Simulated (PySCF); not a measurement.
**BH3O (BH2(OH)): CCSDTQ/STO-3G**

Aim: the energy change on altering one bond length of BH3O (BH2(OH)) at CCSDTQ/STO-3G, from 2 runs. 

Program for the calculation: PySCF 2.14.0.

8 further runs of the same task are left out: 8 set aside as unsound or not needed.

## 1. The molecule

The species is BH3O (5 atoms), meant as a singlet with charge 0. As SMILES, `[H]B([H])O`. Geometry: relaxed at GFN2-xTB.

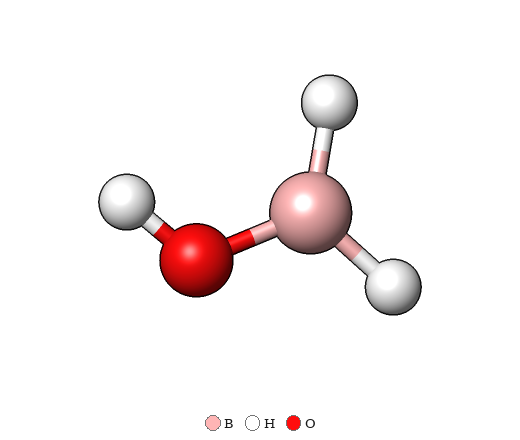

The structure, seen from a chosen angle (boron pink, hydrogen white, oxygen red).

## 2. The energy at CCSDTQ/STO-3G

Contents of start.xyz:

```xyz
5
BH3O
B      0.270970     0.302480    -0.108500
H      1.403550     0.390040    -0.395610
H     -0.432910     1.251360    -0.080700
O     -0.159420    -0.918700     0.174490
H     -1.082200    -1.025180     0.410320
```

Contents of calc.py:

```python
from pyscf import gto, cc

mol = gto.Mole()
mol.atom = 'start.xyz'
mol.max_memory = 1860
mol.verbose = 4
mol.charge = 0
mol.basis = 'sto-3g'
mol.build()

hf = mol.RHF()
hf.conv_tol = 1e-10
hf.kernel()
if not hf.converged:
    hf = hf.newton().run(hf.mo_coeff, hf.mo_occ)

mycc = cc.CCSDTQ(hf, frozen=2)
mycc.kernel()
etot = mycc.e_tot
print('Final energy', etot)
```

Launch:

```bash
$ OMP_NUM_THREADS=1 python calc.py
```

Standard output:

```text
PySCF version 2.14.0

[INPUT] num. atoms = 5
[INPUT] num. electrons = 16
[INPUT] charge = 0
[INPUT] spin (= nelec alpha-beta = 2S) = 0
[INPUT] symmetry False subgroup None
[INPUT] Mole.unit = angstrom
[INPUT] Symbol           X                Y                Z      unit          X                Y                Z       unit  Magmom
[INPUT]  1 B      0.270970000000   0.302480000000  -0.108500000000 AA    0.512059087973   0.571604358158  -0.205035284515 Bohr   0.0
[INPUT]  2 H      1.403550000000   0.390040000000  -0.395610000000 AA    2.652325102133   0.737068777625  -0.747594552139 Bohr   0.0
[INPUT]  3 H     -0.432910000000   1.251360000000  -0.080700000000 AA   -0.818081336585   2.364727683236  -0.152500898252 Bohr   0.0
[INPUT]  4 O     -0.159420000000  -0.918700000000   0.174490000000 AA   -0.301260138778  -1.736091390638   0.329738311475 Bohr   0.0
[INPUT]  5 H     -1.082200000000  -1.025180000000   0.410320000000 AA   -2.045061612004  -1.937309428382   0.775392423432 Bohr   0.0

nuclear repulsion = 30.8085109473902
number of shells = 9
number of NR pGTOs = 39
number of NR cGTOs = 13
basis = sto-3g
ecp = {}

******** <class 'pyscf.scf.hf.RHF'> ********
method = RHF
initial guess = minao
damping factor = 0
level_shift factor = 0
DIIS = <class 'pyscf.scf.diis.CDIIS'>
diis_start_cycle = 1
diis_space = 8
diis_damp = 0
SCF conv_tol = 1e-10
SCF conv_tol_grad = None
SCF max_cycles = 50
direct_scf = True
direct_scf_tol = 1e-13
Set gradient conv threshold to 1e-05
Initial guess from minao.
init E= -100.052284641325
  HOMO = -0.306101123581861  LUMO = 0.185807662731905  gap/eV = 13.38552
cycle= 1 E= -99.9295615054166  delta_E= 0.123  |g|= 0.388  |ddm|= 2.38
  HOMO = -0.330660302294143  LUMO = 0.310384630360425  gap/eV = 17.44372
cycle= 2 E= -99.9785844702954  delta_E= -0.049  |g|= 0.138  |ddm|= 0.625
  HOMO = -0.38808547617813  LUMO = 0.31450294049305  gap/eV = 19.11840
cycle= 3 E= -99.9841444446466  delta_E= -0.00556  |g|= 0.0221  |ddm|= 0.173
  HOMO = -0.390821241745265  LUMO = 0.313087329104745  gap/eV = 19.15433
cycle= 4 E= -99.9843801834712  delta_E= -0.000236  |g|= 0.00102  |ddm|= 0.0457
  HOMO = -0.390595565444149  LUMO = 0.313318538921756  gap/eV = 19.15448
cycle= 5 E= -99.9843806766537  delta_E= -4.93e-07  |g|= 0.0002  |ddm|= 0.00195
  HOMO = -0.390650158166546  LUMO = 0.313256410584501  gap/eV = 19.15427
cycle= 6 E= -99.9843806964011  delta_E= -1.97e-08  |g|= 2.93e-05  |ddm|= 0.000418
  HOMO = -0.390649801379546  LUMO = 0.313258783645248  gap/eV = 19.15433
cycle= 7 E= -99.984380696949  delta_E= -5.48e-10  |g|= 6.48e-06  |ddm|= 7.4e-05
  HOMO = -0.390650355450148  LUMO = 0.313258113630505  gap/eV = 19.15433
cycle= 8 E= -99.9843806969791  delta_E= -3.01e-11  |g|= 1.39e-06  |ddm|= 1.62e-05
  HOMO = -0.39065049283547  LUMO = 0.313258253710181  gap/eV = 19.15433
Extra cycle  E= -99.9843806969804  delta_E= -1.28e-12  |g|= 6.1e-07  |ddm|= 2.28e-06
converged SCF energy = -99.9843806969804

******** <class 'pyscf.cc.rccsdtq.RCCSDTQ'> ********
RCCSDTQ nocc = 6, nmo = 11
Allocating only the i<=j<=k<=l part of the T4 amplitude in memory
frozen orbitals 2
max_cycle = 50
conv_tol = 1e-07
conv_tol_normt = 1e-06
diis with the T4 amplitude
diis_space = 6
diis_start_cycle = 0
diis_start_energy_diff = 1e+09
einsum_backend: numpy
_make_eris_incore_RCCSDTQ
blksize  4

WARN: A large `blksize` is being used, which may cause large memory consumption
      for storing contraction intermediates. If memory is sufficient, consider using
      `pyscf.cc.rccsdtq_highm.RCCSDTQ` instead.

Approximate memory usage estimate
    T4 memory                 615 KB
    R4 memory                 615 KB
    Symmetrized T4 memory     547 KB
    ERIs memory               114 KB
    T1-ERIs memory            114 KB
    Intermediates memory      352 KB
Init t2, MP2 energy = -100.066393115292  E_corr(MP2) -0.082012418312
Init E_corr(RCCSDTQ) = -0.0820124183116098
cycle =  1  E_corr(RCCSDTQ) = -0.094178452470  dE = -1.216603415841e-02  norm(d tamps) = 6.67829470e-02
cycle =  2  E_corr(RCCSDTQ) = -0.104090495260  dE = -9.912042790378e-03  norm(d tamps) = 2.98303362e-02
cycle =  3  E_corr(RCCSDTQ) = -0.104904370841  dE = -8.138755810728e-04  norm(d tamps) = 1.63354211e-02
cycle =  4  E_corr(RCCSDTQ) = -0.108212367391  dE = -3.307996549973e-03  norm(d tamps) = 8.63567382e-03
cycle =  5  E_corr(RCCSDTQ) = -0.108136459363  dE =  7.590802817535e-05  norm(d tamps) = 2.05461482e-03
cycle =  6  E_corr(RCCSDTQ) = -0.108053061770  dE =  8.339759291773e-05  norm(d tamps) = 1.13456971e-03
cycle =  7  E_corr(RCCSDTQ) = -0.108048502099  dE =  4.559671565027e-06  norm(d tamps) = 2.12085276e-04
cycle =  8  E_corr(RCCSDTQ) = -0.108046273249  dE =  2.228850218666e-06  norm(d tamps) = 1.03742870e-04
cycle =  9  E_corr(RCCSDTQ) = -0.108045515357  dE =  7.578920229317e-07  norm(d tamps) = 4.32862330e-05
cycle = 10  E_corr(RCCSDTQ) = -0.108045823746  dE = -3.083897167910e-07  norm(d tamps) = 1.57411682e-05
cycle = 11  E_corr(RCCSDTQ) = -0.108045592402  dE =  2.313441575114e-07  norm(d tamps) = 5.16110394e-06
cycle = 12  E_corr(RCCSDTQ) = -0.108045778021  dE = -1.856193667799e-07  norm(d tamps) = 1.74940794e-06
cycle = 13  E_corr(RCCSDTQ) = -0.108045803916  dE = -2.589474058790e-08  norm(d tamps) = 7.66943662e-07
RCCSDTQ converged
E(RCCSDTQ) = -100.0924265008966   E_corr = -0.1080458039162078
E_corr(same-spin) = -0.0123815515614361
E_corr(oppo-spin) = -0.0956642523547717
Final energy -100.0924265008966
```

Run time: 8.1 s. Hardware: 1 thread of Arm Neoverse V2, shared host; peak memory 0.14 GiB.

## 3. The distorted shape

Contents of input.py:

```python
from pyscf import gto, cc

mol = gto.Mole()
mol.atom = [
    ('B', (0.357035, 0.546678, -0.165089)),
    ('H', (1.489615, 0.634238, -0.452199)),
    ('H', (-0.346845, 1.495558, -0.137289)),
    ('O', (-0.159420, -0.918700, 0.174490)),
    ('H', (-1.082200, -1.025180, 0.410320)),
]
mol.verbose = 3
mol.spin = 0
mol.max_memory = 1860
mol.basis = 'sto-3g'
mol.charge = 0
mol.build()

myscf = mol.RHF()
myscf.conv_tol = 1e-10
myscf.kernel()
if not myscf.converged:
    myscf = myscf.newton().run(myscf.mo_coeff, myscf.mo_occ)

mycc = cc.CCSDTQ(myscf, frozen=2)
mycc.kernel()
etot = mycc.e_tot
print('Final energy', etot)
```

Launch:

```bash
$ OMP_NUM_THREADS=1 python input.py
```

Standard output:

```text
converged SCF energy = -99.9334720856939
_make_eris_incore_RCCSDTQ

WARN: A large `blksize` is being used, which may cause large memory consumption
      for storing contraction intermediates. If memory is sufficient, consider using
      `pyscf.cc.rccsdtq_highm.RCCSDTQ` instead.

RCCSDTQ converged
E(RCCSDTQ) = -100.0495495615599   E_corr = -0.1160774758659393
E_corr(same-spin) = -0.0137807199635538
E_corr(oppo-spin) = -0.102296755902386
Final energy -100.04954956155986
```

Run time: 10 s. Hardware: 1 thread of Arm Neoverse V2, shared host; peak memory 0.14 GiB.

## 4. What came out

Level: CCSDTQ/STO-3G, 2 core orbitals frozen.

| quantity | value |
| --- | --- |
| first shape: total energy | -100.09243 Eh |
| first shape: dipole moment (Hartree–Fock density) | 1.64 D |
| first shape: HOMO energy (Hartree–Fock orbitals) | -10.63 eV |
| first shape: LUMO energy (Hartree–Fock orbitals) | 8.52 eV |
| first shape: HOMO–LUMO gap (Hartree–Fock orbitals) | 19.15 eV |
| first shape: correlation energy (2 core orbitals frozen) | -108.0 mEh |
| first shape: T1 diagnostic | 0.019 |
| distorted shape: total energy | -100.04955 Eh |
| distorted shape: dipole moment (Hartree–Fock density) | 1.33 D |
| distorted shape: HOMO energy (Hartree–Fock orbitals) | -10.27 eV |
| distorted shape: LUMO energy (Hartree–Fock orbitals) | 6.98 eV |
| distorted shape: HOMO–LUMO gap (Hartree–Fock orbitals) | 17.25 eV |
| distorted shape: correlation energy (2 core orbitals frozen) | -116.1 mEh |
| distorted shape: T1 diagnostic | 0.033 |
| energy change with the B1–O4 bond stretched from 1.325 to 1.590 Å | 1.167 eV |

In words: With the B1–O4 bond stretched from 1.325 to 1.590 Å the energy rises by 1.17 eV (27 kcal/mol). The first shape isn't relaxed at this level, so the change isn't measured from a minimum. The minimal basis adds a large error of its own. Mulliken charges (first shape) of the mean-field density run from -0.35 on O4 to +0.29 on B1; they depend strongly on the basis.
